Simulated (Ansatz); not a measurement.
**Geometry relaxation of CH9BN2Si**

System: CH9BN2Si, SMILES NBC(N)[SiH3].
Method: RKS B3LYP-D4/6-31G* (Ansatz 0.2.0).

It belongs to a series of runs on one base structure; here: end point A relaxed.

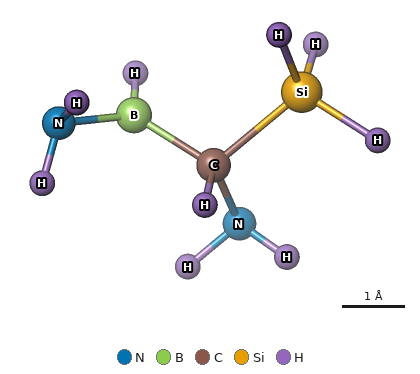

*The input geometry (ball-and-stick view, seen at a tilt).*

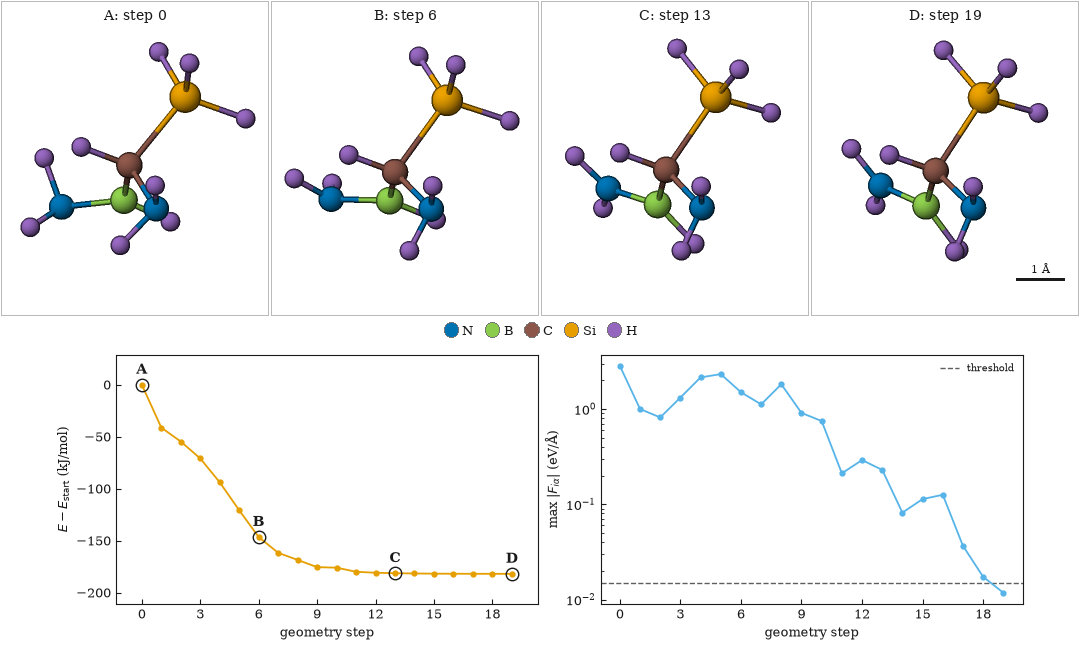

*Frames of the relaxation (ball-and-stick view, seen at a tilt) above the curves, on which the letters mark them (the first geometry is step 0 here and step 1 in the log).*

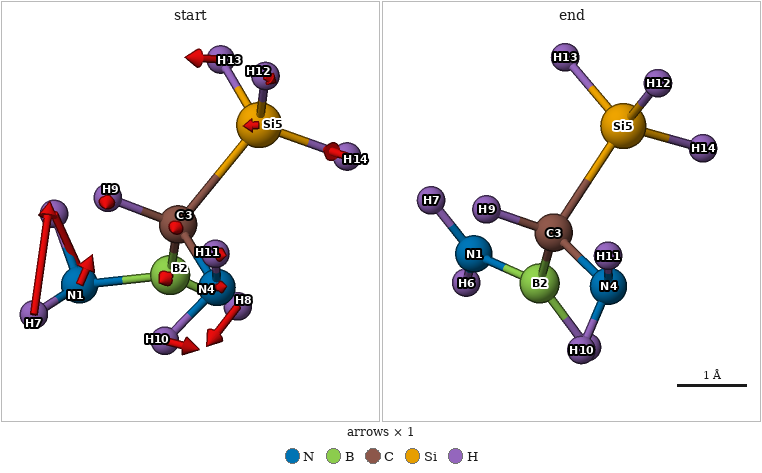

*Before (left) and after (right) the relaxation, at one scale (ball-and-stick view, seen at a tilt). The red arrows give the displacements, at true length.*

The atom that moves furthest after the best rigid fit is H7 (1.75 Å). Largest moves by element: H 1.75 Å, N 0.49 Å, B 0.32 Å, C 0.27 Å, Si 0.25 Å. Among the contacts that change: N1–H6 1.115 → 1.010 Å, N1–B2 1.484 → 1.399 Å, N4–H10 1.092 → 1.018 Å, C3–N4 1.541 → 1.478 Å. Among the angles that change: B2–N1–H6 106.2° → 122.8°, B2–N1–H7 110.4° → 123.9°, C3–N4–H10 103.0° → 110.7°. Over 19 geometry steps the energy falls by 181.9 kJ/mol. The largest force component goes from 2.8 to 0.012 eV/Å. (Atoms are counted from 1 in the order of the input.)

These pictures come from the run below.

The input:
```yaml
crystal:
  periodic: [false, false, false]
  atoms:
    - { symbol: "N", position_ang: [-2.2255, -0.9106, 0.3432] }
    - { symbol: B, position_ang: [-0.934, -0.8019, -0.3806] }
    - { symbol: C, position_ang: [0.2632, -0.011, 0.2586] }
    - { symbol: "N", position_ang: [1.4976, -0.9087, 0.4695] }
    - { symbol: Si, position_ang: [0.7907, 1.3738, -0.8976] }
    - { symbol: H, position_ang: [-2.5925, 0.1336, 0.4817] }
    - { symbol: H, position_ang: [-2.0784, -1.2832, 1.2769] }
    - { symbol: H, position_ang: [-0.7563, -1.3247, -1.4275] }
    - { symbol: H, position_ang: [-0.0129, 0.4422, 1.2879] }
    - { symbol: H, position_ang: [1.1443, -1.6458, 1.1943] }
    - { symbol: H, position_ang: [2.1897, -0.3815, 0.9448] }
    - { symbol: H, position_ang: [1.9247, 2.1404, -0.2713] }
    - { symbol: H, position_ang: [-0.4041, 2.3107, -1.0925] }
    - { symbol: H, position_ang: [1.1806, 0.8374, -2.1587] }
basis:
  gaussian: { orbitals: "6-31G*" }
hamiltonian:
  xc: b3lyp
  dispersion: d4
relax:
  f_tol: 0.015
  max_steps: 40
```

Command:
```bash
ansatz run input.yaml --threads 2 --pin off --max-ram 3072MiB --backend cpu --events-out ev --progress --plain --runs-dir out
```

The program's output:
```
The last accepted step is kept in [file] (removed where the run ends without a failure and the disk answers)
Engine: ansatz 0.2.0, x86_64-unknown-linux-gnu
Functional definition: B3LYP
  parameter a0 = 0.2
  parameter ax = 0.72
  parameter ac = 0.81
  exchange = (1 - a0 - ax)*slater_x + ax*b88_x + a0*exact_x
  correlation = (1 - ac)*vwn_rpa_c + ac*lyp_c
1135 factors; integrals over basis functions are off by at most 5.4e-4 eV
mean field evaluation 1: about -12707.0661 eV, gradient 6.8e1 eV
mean field evaluation 2: about -12697.9980 eV, gradient 9.1e1 eV
mean field evaluation 4: about -12716.5679 eV, gradient 3.6e0 eV
mean field evaluation 8: about -12716.6120 eV, gradient 4.0e-2 eV
mean field evaluation 16: about -12716.6120 eV, gradient 7.4e-5 eV
mean field -12716.61200133 eV, -467.3268714197 hartree, gradient 7.4e-5 eV, S^2 0.000000; 0 other end points of the search recorded, 0 dependent functions left out
the calculation of the forces begins
reference -12716.61224775 eV, -467.3268804754 hartree; 24, 24 occupied and 73, 73 virtual orbitals, 1135 factors
relax step   1: F+E_penalty+E_count = -12717.06625852 eV  Δ(F+E_penalty+E_count) = +0.000e0 eV  max|allowed force component| = 2.839e0 eV/Å  Δτ_max = 0.0000 Å  (26 SCF iters, accepted)
these checks for a lower state are left out or cut short: starts, cluster_reference, orbital_swaps, neighbouring_geometries, increment
1135 factors; integrals over basis functions are off by at most 5.9e-4 eV
mean field -12717.04088269 eV, -467.3426325191 hartree, gradient 2.0e-5 eV, S^2 0.000000; 0 other end points of the search recorded, 0 dependent functions left out
[... from here on the field's lines of each further geometry are left out, up to the last ...]
relax step   2: F+E_penalty+E_count = -12717.49329529 eV  Δ(F+E_penalty+E_count) = -4.270e-1 eV  max|allowed force component| = 1.001e0 eV/Å  Δτ_max = 0.1933 Å  (29 SCF iters, accepted)
relax step   3: F+E_penalty+E_count = -12717.63261648 eV  Δ(F+E_penalty+E_count) = -1.393e-1 eV  max|allowed force component| = 8.155e-1 eV/Å  Δτ_max = 0.1939 Å  (29 SCF iters, accepted)
relax step   4: F+E_penalty+E_count = -12717.80081560 eV  Δ(F+E_penalty+E_count) = -1.682e-1 eV  max|allowed force component| = 1.319e0 eV/Å  Δτ_max = 0.1935 Å  (28 SCF iters, accepted)
relax step   5: F+E_penalty+E_count = -12718.03874339 eV  Δ(F+E_penalty+E_count) = -2.379e-1 eV  max|allowed force component| = 2.147e0 eV/Å  Δτ_max = 0.1962 Å  (28 SCF iters, accepted)
relax step   6: F+E_penalty+E_count = -12718.31759175 eV  Δ(F+E_penalty+E_count) = -2.788e-1 eV  max|allowed force component| = 2.324e0 eV/Å  Δτ_max = 0.1997 Å  (28 SCF iters, accepted)
relax step   7: F+E_penalty+E_count = -12718.58491187 eV  Δ(F+E_penalty+E_count) = -2.673e-1 eV  max|allowed force component| = 1.502e0 eV/Å  Δτ_max = 0.1948 Å  (27 SCF iters, accepted)
relax step   8: F+E_penalty+E_count = -12718.74204117 eV  Δ(F+E_penalty+E_count) = -1.571e-1 eV  max|allowed force component| = 1.118e0 eV/Å  Δτ_max = 0.1998 Å  (28 SCF iters, accepted)
relax step   9: F+E_penalty+E_count = -12718.81274277 eV  Δ(F+E_penalty+E_count) = -7.070e-2 eV  max|allowed force component| = 1.819e0 eV/Å  Δτ_max = 0.1911 Å  (27 SCF iters, accepted)
relax step  10: F+E_penalty+E_count = -12718.88510237 eV  Δ(F+E_penalty+E_count) = -7.236e-2 eV  max|allowed force component| = 9.104e-1 eV/Å  Δτ_max = 0.1618 Å  (28 SCF iters, accepted)
relax step  11: F+E_penalty+E_count = -12718.89002764 eV  Δ(F+E_penalty+E_count) = -4.925e-3 eV  max|allowed force component| = 7.474e-1 eV/Å  Δτ_max = 0.2000 Å  (27 SCF iters, accepted)
relax step  12: F+E_penalty+E_count = -12718.93111944 eV  Δ(F+E_penalty+E_count) = -4.109e-2 eV  max|allowed force component| = 2.112e-1 eV/Å  Δτ_max = 0.0587 Å  (25 SCF iters, accepted)
relax step  13: F+E_penalty+E_count = -12718.94062520 eV  Δ(F+E_penalty+E_count) = -9.506e-3 eV  max|allowed force component| = 2.912e-1 eV/Å  Δτ_max = 0.1405 Å  (24 SCF iters, accepted)
relax step  14: F+E_penalty+E_count = -12718.94540511 eV  Δ(F+E_penalty+E_count) = -4.780e-3 eV  max|allowed force component| = 2.294e-1 eV/Å  Δτ_max = 0.1068 Å  (25 SCF iters, accepted)
relax step  15: F+E_penalty+E_count = -12718.94789851 eV  Δ(F+E_penalty+E_count) = -2.493e-3 eV  max|allowed force component| = 8.169e-2 eV/Å  Δτ_max = 0.0471 Å  (25 SCF iters, accepted)
relax step  16: F+E_penalty+E_count = -12718.94996741 eV  Δ(F+E_penalty+E_count) = -2.069e-3 eV  max|allowed force component| = 1.133e-1 eV/Å  Δτ_max = 0.0786 Å  (25 SCF iters, accepted)
relax step  17: F+E_penalty+E_count = -12718.95062988 eV  Δ(F+E_penalty+E_count) = -6.625e-4 eV  max|allowed force component| = 1.258e-1 eV/Å  Δτ_max = 0.0583 Å  (25 SCF iters, accepted)
relax step  18: F+E_penalty+E_count = -12718.95130594 eV  Δ(F+E_penalty+E_count) = -6.761e-4 eV  max|allowed force component| = 3.660e-2 eV/Å  Δτ_max = 0.0299 Å  (26 SCF iters, accepted)
relax step  19: F+E_penalty+E_count = -12718.95148381 eV  Δ(F+E_penalty+E_count) = -1.779e-4 eV  max|allowed force component| = 1.731e-2 eV/Å  Δτ_max = 0.0074 Å  (23 SCF iters, accepted)
the calculation of the forces begins
reference -12718.48808396 eV, -467.3958161846 hartree; 24, 24 occupied and 73, 73 virtual orbitals, 1135 factors
relax step  20: F+E_penalty+E_count = -12718.95155567 eV  Δ(F+E_penalty+E_count) = -7.186e-5 eV  max|allowed force component| = 1.178e-2 eV/Å  Δτ_max = 0.0103 Å  (23 SCF iters, accepted)
1135 factors; integrals over basis functions are off by at most 7.5e-4 eV
mean field -12718.48783178 eV, -467.3958069174 hartree, gradient 1.4e-5 eV, S^2 0.000000; 1 other end points of the search recorded, 0 dependent functions left out
the calculation of the forces begins
reference -12718.48808396 eV, -467.3958161846 hartree; 24, 24 occupied and 73, 73 virtual orbitals, 1135 factors
Total energy: -12718.95180785 eV, -467.4128577232 hartree
Atom 0 at    -2.141473    -0.459704     0.132975 Å, force    -0.011781     0.006087     0.003128 eV/Å
Atom 1 at    -0.838506    -0.895346    -0.132013 Å, force     0.010901    -0.005098     0.001250 eV/Å
Atom 2 at     0.412103    -0.136135     0.456124 Å, force    -0.004700     0.010535    -0.003426 eV/Å
Atom 3 at     1.661225    -0.919628     0.357943 Å, force     0.005106    -0.003090    -0.001087 eV/Å
Atom 4 at     0.644075     1.392118    -0.653540 Å, force     0.002842    -0.002577     0.002487 eV/Å
Atom 5 at    -2.956550    -0.891350    -0.278342 Å, force    -0.001465     0.000649     0.001053 eV/Å
Atom 6 at    -2.362069     0.335661     0.718867 Å, force     0.001939    -0.001532    -0.001591 eV/Å
Atom 7 at    -0.697887    -1.843937    -0.850338 Å, force     0.001854    -0.004596    -0.002666 eV/Å
Atom 8 at     0.179993     0.227979     1.476747 Å, force    -0.001767     0.000636     0.002915 eV/Å
Atom 9 at     1.543357    -1.839769     0.777709 Å, force     0.000498    -0.000277    -0.001416 eV/Å
Atom 10 at     2.412901    -0.460460     0.867951 Å, force    -0.001356    -0.001043     0.000144 eV/Å
Atom 11 at     1.965250     2.027965    -0.378168 Å, force    -0.001609    -0.001235     0.000117 eV/Å
Atom 12 at    -0.419701     2.401440    -0.373651 Å, force    -0.001332     0.001495     0.000591 eV/Å
Atom 13 at     0.584382     1.031866    -2.093565 Å, force     0.000870     0.000046    -0.001500 eV/Å
Dipole moment:    -0.386058    -0.011501     0.445741 e Å
```

Trajectory as extended XYZ (Å, eV, eV/Å), 8 of the 20 frames kept, from step=1 to step=20:
```
14
Properties=species:S:1:pos:R:3:forces:R:3 step=1 energy=-12717.06626
N    -2.2255   -0.9106    0.3432   -1.0516   2.3959  -0.8356
B    -0.9340   -0.8019   -0.3806   -0.0608   0.0928   0.9767
C     0.2632   -0.0110    0.2586    1.0231  -0.0347   1.9757
N     1.4976   -0.9087    0.4695   -2.8391  -2.0227   0.4514
Si    0.7907    1.3738   -0.8976   -0.7307   1.0900   0.9231
H    -2.5925    0.1336    0.4817    0.9052  -2.6658  -0.0814
H    -2.0784   -1.2832    1.2769    0.0670   0.2581   0.3620
H    -0.7563   -1.3247   -1.4275   -0.1238  -0.1950  -0.3596
H    -0.0129    0.4422    1.2879   -0.0114  -0.3301  -1.3809
H     1.1443   -1.6458    1.1943    1.1944   1.4770  -1.5482
H     2.1897   -0.3815    0.9448    0.8863   0.7129   0.7214
H     1.9247    2.1404   -0.2713   -0.1952  -0.1101  -0.1483
H    -0.4041    2.3107   -1.0925    0.5563  -0.2941   0.0477
H     1.1806    0.8374   -2.1587    0.3803  -0.3743  -1.1040
14
Properties=species:S:1:pos:R:3:forces:R:3 step=4 energy=-12717.80082
N    -2.2740   -0.8860    0.3152    0.7042   1.3185   0.8675
B    -0.9128   -0.8145   -0.2778   -0.3050  -0.4700   0.0844
C     0.3077   -0.0742    0.3953   -0.0884  -0.5378  -0.2326
N     1.5384   -0.9014    0.4131    0.2326   0.3941   0.1557
Si    0.7190    1.3545   -0.8085    0.0480  -0.0854  -0.1673
H    -2.8012   -0.0188    0.0552    0.0638  -1.0936  -0.0718
H    -2.1599   -0.7928    1.3565   -0.2112   0.1679  -1.0077
H    -0.7144   -1.4173   -1.3102   -0.1280   0.4165   0.0454
H     0.0345    0.3683    1.3640   -0.0315   0.0852   0.2391
H     1.4014   -1.7103    1.0076   -0.0919  -0.2711   0.0389
H     2.2944   -0.3794    0.8634   -0.0463  -0.0428  -0.1354
H     1.8602    2.1162   -0.2290    0.0216   0.0048   0.0195
H    -0.4260    2.2879   -0.9677   -0.0902   0.0668   0.0179
H     1.1197    0.8384   -2.1484   -0.0777   0.0468   0.1464
14
Properties=species:S:1:pos:R:3:forces:R:3 step=6 energy=-12718.31759
N    -2.1599   -0.8082    0.3583   -1.9776   2.3245   0.6444
B    -0.9000   -0.8137   -0.2455    1.1171  -0.2867  -0.7117
C     0.3412   -0.1357    0.4396    0.0025  -0.0868  -0.0573
N     1.5894   -0.9110    0.4191    0.1215  -0.0911   0.0737
Si    0.6750    1.3211   -0.7648   -0.0038  -0.0699  -0.0276
H    -2.9140   -0.2747   -0.1861    1.0459  -1.7039   0.8930
H    -2.1314   -0.4079    1.3251   -0.2426  -0.2941  -1.0112
H    -0.7748   -1.2922   -1.3478   -0.1190   0.2178   0.0752
H     0.0853    0.2950    1.4268   -0.0520  -0.0251   0.0871
H     1.4784   -1.7593    0.9703    0.0202  -0.0737  -0.0573
H     2.3379   -0.3871    0.8670    0.0744   0.0212   0.0054
H     1.8237    2.1011   -0.2229    0.0251   0.0233  -0.0120
H    -0.4885    2.2461   -0.9015   -0.0099  -0.0149   0.0679
H     1.0249    0.7972   -2.1088   -0.0018   0.0593   0.0303
14
Properties=species:S:1:pos:R:3:forces:R:3 step=9 energy=-12718.81274
N    -2.1382   -0.5736    0.3308   -1.5840  -0.0662  -0.7755
B    -0.8702   -0.8318   -0.2174   -0.2589   0.0804  -0.1630
C     0.3835   -0.1418    0.4255    0.0290   0.1716   0.1324
N     1.6387   -0.9073    0.3985    0.1294  -0.3037   0.0570
Si    0.6994    1.3453   -0.7326   -0.0846   0.0733   0.1398
H    -3.0513   -0.7860   -0.1770    1.8189   0.3570   1.0799
H    -2.2565    0.0469    1.1385   -0.0554  -0.3803  -0.4257
H    -0.7924   -1.4582   -1.2410   -0.0244  -0.0885   0.1816
H     0.1154    0.2483    1.4320    0.0305   0.0239  -0.0945
H     1.5237   -1.8284    0.8282    0.0254   0.2031  -0.0649
H     2.3661   -0.4241    0.9261   -0.0852  -0.0756  -0.0501
H     1.8772    2.1058   -0.2188    0.0182  -0.0116  -0.0572
H    -0.4747    2.2687   -0.7379    0.0448   0.0224   0.0044
H     0.9663    0.9069   -2.1261   -0.0038  -0.0057   0.0358
14
Properties=species:S:1:pos:R:3:forces:R:3 step=12 energy=-12718.93112
N    -2.1636   -0.5493    0.2642    0.2112   0.0529   0.0515
B    -0.8670   -0.8294   -0.1923   -0.2031   0.0607  -0.0082
C     0.3859   -0.0978    0.4221    0.0223  -0.0980   0.0273
N     1.6104   -0.9257    0.3738    0.0260   0.0170  -0.0261
Si    0.7147    1.3948   -0.7093   -0.0249   0.0541  -0.0564
H    -2.9969   -0.9301   -0.1591   -0.0143  -0.0385  -0.0163
H    -2.3556    0.0795    1.0360   -0.0051  -0.0232  -0.0816
H    -0.7435   -1.5989   -1.1008    0.0086  -0.0402   0.0044
H     0.1429    0.2900    1.4306   -0.0149   0.0306   0.0302
H     1.4570   -1.8275    0.8200   -0.0003   0.0013   0.0083
H     2.3698   -0.4760    0.8810   -0.0106   0.0044   0.0086
H     1.9628    2.0912   -0.2761   -0.0082  -0.0229  -0.0016
H    -0.4098    2.3744   -0.6357    0.0297   0.0039   0.0320
H     0.8798    0.9754   -2.1257   -0.0165  -0.0021   0.0280
14
Properties=species:S:1:pos:R:3:forces:R:3 step=15 energy=-12718.94790
N    -2.1518   -0.5074    0.1765   -0.0369   0.0210   0.0082
B    -0.8463   -0.8751   -0.1685    0.0495   0.0817   0.0788
C     0.3972   -0.1175    0.4413   -0.0092  -0.0444  -0.0133
N     1.6412   -0.9165    0.3800   -0.0292   0.0196   0.0189
Si    0.6751    1.3954   -0.6789   -0.0052   0.0437  -0.0445
H    -2.9666   -0.9315   -0.2433   -0.0094   0.0007  -0.0041
H    -2.3804    0.2218    0.8429    0.0521  -0.0525  -0.0614
H    -0.6919   -1.7544   -0.9664   -0.0245  -0.0139  -0.0036
H     0.1491    0.2629    1.4527    0.0032  -0.0078  -0.0078
H     1.5060   -1.8214    0.8276    0.0112  -0.0002  -0.0114
H     2.3874   -0.4497    0.8917    0.0045  -0.0065  -0.0114
H     2.0134    1.9952   -0.3914   -0.0440  -0.0165  -0.0124
H    -0.3639    2.4376   -0.4130    0.0317  -0.0375  -0.0111
H     0.6186    1.0314   -2.1225    0.0063   0.0126   0.0751
14
Properties=species:S:1:pos:R:3:forces:R:3 step=17 energy=-12718.95063
N    -2.1455   -0.4691    0.1404    0.0695  -0.0245  -0.0394
B    -0.8376   -0.8884   -0.1434   -0.1258  -0.0356   0.0640
C     0.4070   -0.1323    0.4571    0.0410  -0.0033  -0.0295
N     1.6564   -0.9176    0.3643   -0.0030   0.0094   0.0117
Si    0.6502    1.3908   -0.6585   -0.0200   0.0035   0.0234
H    -2.9587   -0.8953   -0.2809    0.0102   0.0001   0.0118
H    -2.3719    0.3074    0.7497    0.0235  -0.0106  -0.0240
H    -0.6930   -1.8274   -0.8765   -0.0062   0.0531   0.0040
H     0.1694    0.2345    1.4757    0.0053  -0.0028  -0.0103
H     1.5422   -1.8333    0.7953   -0.0123   0.0097  -0.0068
H     2.4100   -0.4520    0.8656   -0.0015  -0.0001   0.0021
H     1.9787    2.0100   -0.3866    0.0156   0.0082  -0.0031
H    -0.4003    2.4135   -0.3759   -0.0007  -0.0034  -0.0032
H     0.5801    1.0297   -2.0978    0.0044  -0.0038  -0.0008
14
Properties=species:S:1:pos:R:3:forces:R:3 step=20 energy=-12718.95156
N    -2.1415   -0.4597    0.1330   -0.0118   0.0061   0.0031
B    -0.8385   -0.8953   -0.1320    0.0109  -0.0051   0.0013
C     0.4121   -0.1361    0.4561   -0.0047   0.0105  -0.0034
N     1.6612   -0.9196    0.3579    0.0051  -0.0031  -0.0011
Si    0.6441    1.3921   -0.6535    0.0028  -0.0026   0.0025
H    -2.9566   -0.8913   -0.2783   -0.0015   0.0006   0.0011
H    -2.3621    0.3357    0.7189    0.0019  -0.0015  -0.0016
H    -0.6979   -1.8439   -0.8503    0.0019  -0.0046  -0.0027
H     0.1800    0.2280    1.4767   -0.0018   0.0006   0.0029
H     1.5434   -1.8398    0.7777    0.0005  -0.0003  -0.0014
H     2.4129   -0.4605    0.8680   -0.0014  -0.0010   0.0001
H     1.9652    2.0280   -0.3782   -0.0016  -0.0012   0.0001
H    -0.4197    2.4014   -0.3737   -0.0013   0.0015   0.0006
H     0.5844    1.0319   -2.0936    0.0009   0.0000  -0.0015
```

Key numbers:

| quantity | value |
| --- | --- |
| outcome | converged |
| total energy | −12718.9518 eV |
| mean-field energy | −12718.4881 eV |
| largest force (length of the vector) at the end | 0.014 eV/Å |
| hardware | 2 threads of AMD EPYC (Zen 5), 16 GiB of memory available, shared host |
| wall time | 25 s (CPU time 46 s) |
| peak memory | 0.24 GiB |
